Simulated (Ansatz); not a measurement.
**NH₃+ (doublet): correlated methods under varied settings at scale of all distances = 1.102**

Aim: run NH₃+ (doublet) at one geometry under a spread of methods and options, and see what each costs and gives.

Method: the settings change from run to run; program: Ansatz 0.2.0, Gaussian basis.

12 further runs of the same task are left out: 8 that didn't finish, 4 set aside as unsound or not needed.

### 1 The geometry

The geometry derives from a PBE0/def2-TZVP stationary point (not a proven minimum). All distances are scaled together.

4 atoms, charge 1, spin multiplicity 2.

Atoms are counted from 1 here; the program's logs count them from 0.

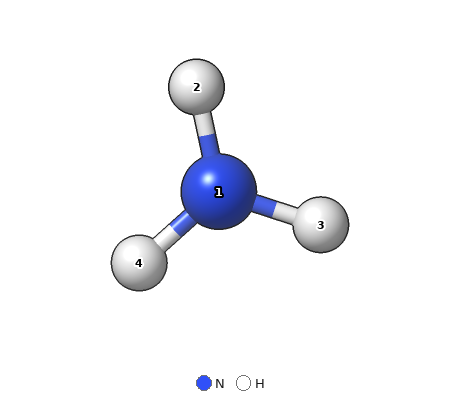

The geometry (nitrogen blue, hydrogen white); atoms are numbered from 1 in the order of the file.

### 2 BCCD(T) on UHF/STO-3G

in.yaml reads:

```yaml
crystal:
  periodic: [false, false, false]
  atoms:
    - {symbol: N, position_ang: [0.000000, 0.000000, 0.000000]}
    - {symbol: H, position_ang: [1.128471, 0.015158, -0.000077]}
    - {symbol: H, position_ang: [-0.577363, 0.969701, -0.003044]}
    - {symbol: H, position_ang: [-0.551108, -0.984859, 0.003121]}
basis:
  gaussian: {orbitals: STO-3G, point_charges: [{charge: -0.50, position_ang: [4.857, -0.439, 0.534]}]}
total_charge: 1
magnetization: {spin_polarized: true, initial_magnetization: 1}
correlation: {method: bccd_t, electrons: all, diis_vectors: 12}
```

Started as:

```sh
ansatz run in.yaml --threads 1 --pin off --events-out ev --progress --plain --max-ram 2393MiB
```

The log of the run:

```text
Functional definition: HF
  name "HF"
  cite "Fock, Z. Phys. 61, 126 (1930) doi:10.1007/BF01340294"
  parent pbe
  exchange = exact_x
  correlation = 0
100 factors; integrals over basis functions are off by at most 4.0e-6 eV
mean field evaluation 1: about -1503.0423 eV, gradient 7.3e0 eV
mean field evaluation 2: about -1503.0428 eV, gradient 7.3e0 eV
mean field evaluation 4: about -1503.4081 eV, gradient 8.6e-1 eV
mean field evaluation 8: about -1503.4239 eV, gradient 3.5e-6 eV
mean field evaluation 16: about -1503.4229 eV, gradient 1.8e-2 eV
mean field -1503.42386296 eV, -55.2498079064 hartree, gradient 5.9e-7 eV, S^2 0.769825; 0 other end points of the search recorded, 0 dependent functions left out
reference -1503.42386296 eV, -55.2498079064 hartree; 5, 4 occupied and 3, 4 virtual orbitals, 100 factors
second order -1.26170866 eV of doubles, -0.00000000 eV of singles
cycle   1  -1.60609452 eV  change   -3.4e-1 eV  update   4.5e-2
cycle   2  -1.79846724 eV  change   -1.9e-1 eV  update   2.1e-2
cycle   3  -1.82936137 eV  change   -3.1e-2 eV  update   8.0e-3
cycle   4  -1.83505155 eV  change   -5.7e-3 eV  update   2.7e-3
cycle   5  -1.83550271 eV  change   -4.5e-4 eV  update   4.1e-4
cycle   6  -1.83542664 eV  change    7.6e-5 eV  update   1.5e-4
cycle   7  -1.83551600 eV  change   -8.9e-5 eV  update   2.1e-5
cycle   8  -1.83550153 eV  change    1.4e-5 eV  update   7.5e-6
cycle   9  -1.83550830 eV  change   -6.8e-6 eV  update   2.0e-6
perturbative correction -0.00990773 eV, -0.0003641025 hartree
Total energy: -1505.26927899 eV, -55.3176256946 hartree
```

Wall time 0.12 s (1 thread of Intel Xeon Platinum 8488C, shared host).

From the report: ⟨S²⟩ of the determinant 0.770 (pure doublet: 0.75); correlation -1.8454 eV; largest double amplitude 0.08.

### 3 CASSCF(3,8)/6-31G

in.yaml reads:

```yaml
crystal:
  periodic: [false, false, false]
  atoms:
    - {symbol: N, position_ang: [0.000000, 0.000000, 0.000000]}
    - {symbol: H, position_ang: [1.128471, 0.015158, -0.000077]}
    - {symbol: H, position_ang: [-0.577363, 0.969701, -0.003044]}
    - {symbol: H, position_ang: [-0.551108, -0.984859, 0.003121]}
basis:
  gaussian: {orbitals: 6-31G}
total_charge: 1
magnetization: {spin_polarized: false, initial_magnetization: 1}
correlation: {active_space: {window: {electrons: 3, orbitals: 8}}}
```

Same command.

The log of the run:

```text
Functional definition: HF
  name "HF"
  cite "Fock, Z. Phys. 61, 126 (1930) doi:10.1007/BF01340294"
  parent pbe
  exchange = exact_x
  correlation = 0
228 factors; integrals over basis functions are off by at most 2.8e-4 eV
mean field evaluation 1: about -1517.5019 eV, gradient 2.7e1 eV
mean field evaluation 2: about -1517.5003 eV, gradient 2.7e1 eV
mean field evaluation 4: about -1519.1255 eV, gradient 1.3e0 eV
mean field evaluation 8: about -1519.1306 eV, gradient 2.0e-4 eV
mean field -1519.13062567 eV, -55.8270207895 hartree, gradient 2.0e-6 eV, S^2 0.750000; 0 other end points of the search recorded, 0 dependent functions left out
reference -1519.13062567 eV, -55.8270207895 hartree; 5, 4 occupied and 10, 11 virtual orbitals, 228 factors
state -1520.00913361 eV, -55.8593053608 hartree
Total energy: -1520.00913361 eV, -55.8593053608 hartree
```

It took 0.66 s on 1 thread of Intel Xeon Platinum 8488C, shared host.

From the report: 224 determinants; active occupations 1.97, 1.00, 0.03, 0.00, 0.00, 0.00, 0.00, 0.00.

### 4 MRCISD+Q(relaxed)(3,3)/6-31G

in.yaml, as its differences from that of step 3:

```diff
@@ -11,2 +11,3 @@
 magnetization: {spin_polarized: false, initial_magnetization: 1}
-correlation: {active_space: {window: {electrons: 3, orbitals: 8}}}
+correlation: {method: fic_mrcisd_q_relaxed, electrons: valence, active_space: {window: {electrons: 3, orbitals: 3}, states: [{multiplicity: 2, weights: [1, 1, 1]}]}}
+scf: {lower_state_search: off}
```

The command is unchanged.

The log of the run (excerpt; [...] marks lines left out):

```text
Functional definition: HF
  name "HF"
  cite "Fock, Z. Phys. 61, 126 (1930) doi:10.1007/BF01340294"
  parent pbe
[...]
342 factors; integrals over basis functions are off by at most 5.7e-8 eV
[...]
mean field -1519.13058149 eV, -55.8270191660 hartree, gradient 2.0e-6 eV, S^2 0.750000; 0 other end points of the search recorded, 0 dependent functions left out
reference -1519.13058149 eV, -55.8270191660 hartree; 5, 4 occupied and 10, 11 virtual orbitals, 342 factors
state -1519.02092182 eV, -55.8229892473 hartree
state -1512.35253439 eV, -55.5779305295 hartree
state -1508.47443256 eV, -55.4354129159 hartree
contracted CI cycle   1: correlation 0.00000000 eV, 0.0000000000 hartree, residual 1.49e1 eV
contracted CI cycle   2: correlation -2.97158115 eV, -0.1092035929 hartree, residual 2.83e0 eV
contracted CI cycle   3: correlation -3.13116459 eV, -0.1150681763 hartree, residual 7.86e-1 eV
[...]
contracted CI cycle  11: correlation -3.52133860 eV, -0.1294068068 hartree, residual 1.99e-2 eV
contracted CI cycle  12: correlation -3.52134601 eV, -0.1294070788 hartree, residual 7.34e-3 eV
contracted CI cycle  13: correlation -3.52134403 eV, -0.1294070061 hartree, residual 1.42e-2 eV
contracted CI cycle  14: correlation -3.52134646 eV, -0.1294070956 hartree, residual 5.52e-3 eV
contracted CI cycle  15: correlation -3.52134732 eV, -0.1294071271 hartree, residual 2.71e-3 eV
contracted CI cycle  16: correlation -3.52134739 eV, -0.1294071299 hartree, residual 1.65e-3 eV
contracted CI cycle  17: correlation -3.52134739 eV, -0.1294071298 hartree, residual 1.71e-3 eV
contracted CI cycle  18: correlation -3.52134746 eV, -0.1294071325 hartree, residual 8.08e-4 eV
state -1508.47443256 eV, -55.4354129159 hartree; corrected -1512.28322532 eV, -55.5753834682 hartree
Total energy: -1516.72675159 eV, -55.7386800467 hartree
Checks for a lower state left out: stability, starts, cluster_reference, orbital_swaps, neighbouring_geometries, increment
```

Run time: 0.54 s. Hardware: 1 thread of Intel Xeon Platinum 8488C, shared host.

From the report: 5 determinants; active occupations (of the averaged states) 1.66, 1.00, 0.34.

### 5 MP2 on UHF/6-31G

in.yaml reads:

```yaml
crystal:
  periodic: [false, false, false]
  atoms:
    - {symbol: N, position_ang: [0.000000, 0.000000, 0.000000]}
    - {symbol: H, position_ang: [1.128471, 0.015158, -0.000077]}
    - {symbol: H, position_ang: [-0.577363, 0.969701, -0.003044]}
    - {symbol: H, position_ang: [-0.551108, -0.984859, 0.003121]}
basis:
  gaussian: {orbitals: 6-31G}
total_charge: 1
magnetization: {spin_polarized: true, initial_magnetization: 1}
correlation: {method: mp2, electrons: outside_noble_gas}
output: {forces: true}
```

Same command.

The log of the run (excerpt; [...] marks lines left out):

```text
Functional definition: HF
  name "HF"
  cite "Fock, Z. Phys. 61, 126 (1930) doi:10.1007/BF01340294"
  parent pbe
[...]
228 factors; integrals over basis functions are off by at most 2.8e-4 eV
[...]
mean field -1519.23375847 eV, -55.8308108503 hartree, gradient 1.5e-6 eV, S^2 0.766699; 0 other end points of the search recorded, 0 dependent functions left out
1 core orbitals not correlated: weight in the atoms' cores, before any rotation towards them, 1.000 or more for the frozen orbitals, at most 0.000 for the correlated occupied ones
reference -1519.23375847 eV, -55.8308108503 hartree; 4, 3 occupied and 10, 11 virtual orbitals, 228 factors
second order -2.56876089 eV of doubles, -0.00000000 eV of singles
[...]
Total energy: -1521.80251937 eV, -55.9252110719 hartree
Atom 0 at     0.000000     0.000000     0.000000 Å, force    -0.000003    -0.000000     0.000000 eV/Å
Atom 1 at     1.128471     0.015158    -0.000077 Å, force    -3.207079    -0.043079     0.000219 eV/Å
Atom 2 at    -0.577363     0.969701    -0.003044 Å, force     1.640849    -2.755864     0.008651 eV/Å
Atom 3 at    -0.551108    -0.984859     0.003121 Å, force     1.566233     2.798943    -0.008870 eV/Å
Dipole moment:    -0.000000    -0.000000     0.000000 e Å
```

Wall time 0.12 s (1 thread of Intel Xeon Platinum 8488C, shared host).

From the report: ⟨S²⟩ of the determinant 0.767 (pure doublet: 0.75).

### 6 CCSDT(Q)/6-31G

in.yaml, as its differences from that of step 5:

```diff
@@ -10,4 +10,5 @@
 total_charge: 1
-magnetization: {spin_polarized: true, initial_magnetization: 1}
-correlation: {method: mp2, electrons: outside_noble_gas}
-output: {forces: true}
+magnetization: {spin_polarized: false, initial_magnetization: 1}
+hamiltonian: {xc: {name: PBE0}, pseudopotentials: {relativity: scalar}}
+correlation: {method: ccsdt_q, electrons: all}
+scf: {lower_state_search: full}
```

Launched as before.

The log of the run (excerpt; [...] marks lines left out):

```text
Functional definition: PBE0
  name "PBE0"
  cite "Adamo & Barone, J. Chem. Phys. 110, 6158 (1999) doi:10.1063/1.478522"
  cite "Perdew, Burke & Ernzerhof, Phys. Rev. Lett. 77, 3865 (1996) doi:10.1103/PhysRevLett.77.3865"
  parent pbe
[...]
342 factors; integrals over basis functions are off by at most 5.7e-8 eV
[...]
mean field -1526.96439923 eV, -56.1149066580 hartree, gradient 1.3e-6 eV, S^2 0.750000; 3 other end points of the search recorded, 0 dependent functions left out
[...]
reference -1519.83587459 eV, -55.8529382095 hartree; 5, 4 occupied and 10, 11 virtual orbitals, 342 factors
second order -2.66278555 eV of doubles, -0.07755649 eV of singles
cycle   1  -3.04142771 eV  change   -3.0e-1 eV  update   4.4e-2
[...]
cycle  11  -3.27279317 eV  change   -5.1e-7 eV  update   1.0e-6
perturbative correction -0.00629953 eV, -0.0002315034 hartree
Total energy: -1523.11496729 eV, -55.9734426435 hartree
Relativity: scalar
```

It took 2.5 s on 1 thread of Intel Xeon Platinum 8488C, shared host.

From the report: correlation -3.2791 eV; T1 0.015; largest double amplitude 0.05. The orbitals are Kohn-Sham ones, so correlation energy and T1 don't compare with those on Hartree-Fock orbitals.

### 7 NEVPT4(SD)(1,4)/cc-pVDZ

in.yaml reads:

```yaml
crystal:
  periodic: [false, false, false]
  atoms:
    - {symbol: N, position_ang: [0.000000, 0.000000, 0.000000]}
    - {symbol: H, position_ang: [1.128471, 0.015158, -0.000077]}
    - {symbol: H, position_ang: [-0.577363, 0.969701, -0.003044]}
    - {symbol: H, position_ang: [-0.551108, -0.984859, 0.003121]}
basis:
  gaussian: {orbitals: cc-pVDZ}
total_charge: 1
magnetization: {spin_polarized: false, initial_magnetization: 1}
correlation: {method: fic_nevpt4_sd, electrons: outside_noble_gas, active_space: {window: {electrons: 1, orbitals: 4}, states: [{multiplicity: 2, weights: [1, 1, 1, 1]}]}}
accuracy: high
```

Same command.

The log of the run (excerpt; [...] marks lines left out):

```text
Functional definition: HF
  name "HF"
  cite "Fock, Z. Phys. 61, 126 (1930) doi:10.1007/BF01340294"
  parent pbe
[...]
600 factors; integrals over basis functions are off by at most 8.3e-9 eV
[...]
mean field -1519.88940324 eV, -55.8549053511 hartree, gradient 3.0e-8 eV, S^2 0.750000; 0 other end points of the search recorded, 0 dependent functions left out
reference -1519.88940324 eV, -55.8549053511 hartree; 5, 4 occupied and 24, 25 virtual orbitals, 600 factors
state -1519.37158994 eV, -55.8358760634 hartree
state -1509.76739306 eV, -55.4829283379 hartree
state -1507.48770834 eV, -55.3991514697 hartree
state -1507.48770675 eV, -55.3991514113 hartree
state -1519.37158994 eV, -55.8358760634 hartree; corrected -1524.72038588 eV, -56.0324406884 hartree
state -1509.76739306 eV, -55.4829283379 hartree; corrected -1514.71675238 eV, -55.6648139380 hartree
state -1507.48770834 eV, -55.3991514697 hartree; corrected -1512.24700577 eV, -55.5740524242 hartree
state -1507.48770675 eV, -55.3991514113 hartree; corrected -1512.24700418 eV, -55.5740523657 hartree
Total energy: -1515.98278705 eV, -55.7113398541 hartree
```

Run time: 0.78 s. Hardware: 1 thread of Intel Xeon Platinum 8488C, shared host.

From the report: 1 determinant; active occupations (of the averaged states) 0.25, 0.25, 0.25, 0.25.

### 8 CASCI(3,2)/6-31G

in.yaml reads:

```yaml
crystal:
  periodic: [false, false, false]
  atoms:
    - {symbol: N, position_ang: [0.000000, 0.000000, 0.000000]}
    - {symbol: H, position_ang: [1.128471, 0.015158, -0.000077]}
    - {symbol: H, position_ang: [-0.577363, 0.969701, -0.003044]}
    - {symbol: H, position_ang: [-0.551108, -0.984859, 0.003121]}
basis:
  gaussian: {orbitals: 6-31G}
total_charge: 1
magnetization: {spin_polarized: false, initial_magnetization: 1}
correlation: {active_space: {window: {electrons: 3, orbitals: 2}, fixed_orbitals: true}}
```

Launched as before.

The log of the run:

```text
Functional definition: HF
  name "HF"
  cite "Fock, Z. Phys. 61, 126 (1930) doi:10.1007/BF01340294"
  parent pbe
  exchange = exact_x
  correlation = 0
228 factors; integrals over basis functions are off by at most 2.8e-4 eV
mean field evaluation 1: about -1517.5019 eV, gradient 2.7e1 eV
mean field evaluation 2: about -1517.5003 eV, gradient 2.7e1 eV
mean field evaluation 4: about -1519.1255 eV, gradient 1.3e0 eV
mean field evaluation 8: about -1519.1306 eV, gradient 2.0e-4 eV
mean field -1519.13062567 eV, -55.8270207895 hartree, gradient 2.0e-6 eV, S^2 0.750000; 0 other end points of the search recorded, 0 dependent functions left out
reference -1519.13062567 eV, -55.8270207895 hartree; 5, 4 occupied and 10, 11 virtual orbitals, 228 factors
state -1519.13062567 eV, -55.8270207895 hartree
WARN: the results are in doubt because the space or a class takes a part of the degenerate orbitals at -26.7296 eV
Total energy: -1519.13062567 eV, -55.8270207895 hartree
In doubt: the space or a class takes a part of the degenerate orbitals at -26.7296 eV
```

It took 0.09 s on 1 thread of Intel Xeon Platinum 8488C, shared host.

From the report: 1 determinant; active occupations 2.00, 1.00. With so small a space the active step adds no correlation: the energy is the mean field's. Mind the lines of doubt at the end of the log.

### 9 CCSDT(Q)/B on UHF/6-31G*

in.yaml, as its differences from that of step 8:

```diff
@@ -8,5 +8,6 @@
 basis:
-  gaussian: {orbitals: 6-31G}
+  gaussian: {orbitals: "6-31G*"}
 total_charge: 1
-magnetization: {spin_polarized: false, initial_magnetization: 1}
-correlation: {active_space: {window: {electrons: 3, orbitals: 2}, fixed_orbitals: true}}
+magnetization: {spin_polarized: true, initial_magnetization: 1}
+correlation: {method: ccsdt_q_b, electrons: all}
+accuracy: high
```

Same command.

The log of the run (excerpt; [...] marks lines left out):

```text
Functional definition: HF
  name "HF"
  cite "Fock, Z. Phys. 61, 126 (1930) doi:10.1007/BF01340294"
  parent pbe
[...]
404 factors; integrals over basis functions are off by at most 2.8e-9 eV
[...]
mean field -1519.63183611 eV, -55.8454399336 hartree, gradient 1.3e-8 eV, S^2 0.766879; 1 other end points of the search recorded, 0 dependent functions left out
reference -1519.63183611 eV, -55.8454399336 hartree; 5, 4 occupied and 16, 17 virtual orbitals, 404 factors
second order -3.83888202 eV of doubles, -0.00000000 eV of singles
cycle   1  -4.22532867 eV  change   -3.9e-1 eV  update   4.3e-2
[...]
cycle  19  -4.48000189 eV  change  -1.2e-10 eV  update  5.1e-10
perturbative correction -0.00733348 eV, -0.0002695005 hartree
Total energy: -1524.11917148 eV, -56.0103464668 hartree
```

Wall time 3.3 s (1 thread of Intel Xeon Platinum 8488C, shared host).

From the report: ⟨S²⟩ of the determinant 0.767 (pure doublet: 0.75); correlation -4.4873 eV; T1 0.008; largest double amplitude 0.05.

### 10 CCSDT/6-31G

in.yaml, as its differences from that of step 9:

```diff
@@ -8,6 +8,6 @@
 basis:
-  gaussian: {orbitals: "6-31G*"}
+  gaussian: {orbitals: 6-31G}
 total_charge: 1
-magnetization: {spin_polarized: true, initial_magnetization: 1}
-correlation: {method: ccsdt_q_b, electrons: all}
-accuracy: high
+magnetization: {spin_polarized: false, initial_magnetization: 1}
+hamiltonian: {xc: {name: PBE}}
+correlation: {method: ccsdt, electrons: outside_noble_gas}
```

Launched as before.

The log of the run (excerpt; [...] marks lines left out):

```text
Functional definition: PBE
  name "PBE"
  cite "Perdew, Burke & Ernzerhof, Phys. Rev. Lett. 77, 3865 (1996) doi:10.1103/PhysRevLett.77.3865"
  parent pbe
[...]
342 factors; integrals over basis functions are off by at most 5.7e-8 eV
[...]
mean field -1526.13869666 eV, -56.0845626483 hartree, gradient 2.4e-6 eV, S^2 0.750000; 0 other end points of the search recorded, 0 dependent functions left out
[...]
1 core orbitals not correlated: weight in the atoms' cores, before any rotation towards them, 1.000 or more for the frozen orbitals, at most 0.000 for the correlated occupied ones
reference -1519.05048738 eV, -55.8240757616 hartree; 4, 3 occupied and 10, 11 virtual orbitals, 342 factors
second order -2.65029690 eV of doubles, -0.09339332 eV of singles
cycle   1  -3.04170783 eV  change   -3.0e-1 eV  update   4.3e-2
[...]
cycle  12  -3.26824463 eV  change    3.1e-7 eV  update   3.4e-7
Total energy: -1522.31873200 eV, -55.9441815364 hartree
```

Wall time 0.82 s (1 thread of Intel Xeon Platinum 8488C, shared host).

From the report: correlation -3.2682 eV; T1 0.017; largest double amplitude 0.05. The orbitals are Kohn-Sham ones, so correlation energy and T1 don't compare with those on Hartree-Fock orbitals.

### 11 All runs side by side

Where basis and cores are those of an earlier FCI/6-31G run (-1522.3428 eV), and the state is the same kind, the miss against it is given. † marks a result that the program doubts.

| level | correlated | functions | energy (eV) | from FCI (meV) | time |
| --- | --- | --- | --- | --- | --- |
| BCCD(T) on UHF/STO-3G (beside a point charge) | all | 8 | -1505.2693 |  | 0.12 s |
| CASSCF(3,8)/6-31G |  | 15 | -1520.0091 | 2333.6 | 0.66 s |
| MRCISD+Q(relaxed)(3,3)/6-31G (mean of several states) | valence | 15 | -1516.7268 |  | 0.54 s |
| MP2 on UHF/6-31G | outside noble gas | 15 | -1521.8025 | 540.2 | 0.12 s |
| CCSDT(Q)/6-31G (on PBE0 orbitals, relativity set) | all | 15 | -1523.1150 |  | 2.5 s |
| NEVPT4(SD)(1,4)/cc-pVDZ (mean of several states) | outside noble gas | 29 | -1515.9828 |  | 0.78 s |
| CASCI(3,2)/6-31G † |  | 15 | -1519.1306 | 3212.1 | 0.09 s |
| CCSDT(Q)/B on UHF/6-31G* | all | 21 | -1524.1192 |  | 3.3 s |
| CCSDT/6-31G (on PBE orbitals) | outside noble gas | 15 | -1522.3187 | 24.0 | 0.82 s |

### 12 Summary of results

```
quantity                            value
    runs                                9
quickest       CASCI(3,2)/6-31G †, 0.09 s
 slowest  CCSDT(Q)/B on UHF/6-31G*, 3.3 s
```

In words: Total energies in different bases, with other cores or another treatment of relativity can't be set against each other. CCSDT(Q)/B on UHF/6-31G* took 37 times as long as CASCI(3,2)/6-31G †; the jobs differ in more than the method. Among the correlated runs with a miss given, it spans +24 to +540 meV. Hartree-Fock, CASSCF and CASCI lack dynamic correlation by design. Cores frozen from Kohn-Sham orbitals shift the total energy.
